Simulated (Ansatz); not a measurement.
Relaxed ZnS (wurtzite):

```
ZnS
1.0
    3.80610     0.00000     0.00000
   -1.90305     3.29618     0.00000
    0.00000     0.00000     6.24474
Zn S
2 2
Direct
  0.66667   0.33333   0.99975
  0.33333   0.66667   0.49975
  0.66667   0.33333   0.62545
  0.33333   0.66667   0.12545
```

Scan: atom 3 (S, nearest neighbour Zn at 2.333 Å; its periodic images, 3.8 Å or more away, move with it) is displaced towards the nearest neighbour, direction (-0.816, 0.471, -0.336) in Cartesian axes, by s. The other atoms stay.

Calculation: r2SCAN (plane waves to 500 eV, PAW, scalar-relativistic; Ansatz, a first-principles code). k mesh 8×8×5 (Γ-centred), Fermi-Dirac smearing 0.05 eV. E stands for the smeared free energy. ZnS was relaxed with its symmetry unable to fall. The zero of ΔE is the undisplaced structure.

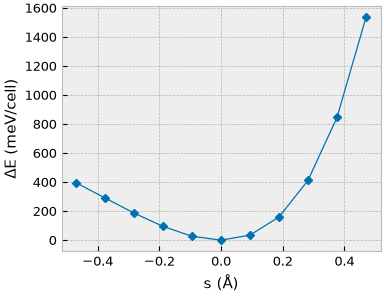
Figure: ΔE (meV/cell) against s (Å); computed points joined by lines.

Question: Is the energy the same for displacements of ±0.470 Å, and if not, which side lies higher?

Answer: Not even: the positive side lies higher at ±0.470 Å.

Question: What is the energy change at s = 0.470 Å?

Answer: About 1500 meV/cell.

(A displaced cell: forces are minus the slopes of the energy, force constants its curvatures, and phonons follow from these.)
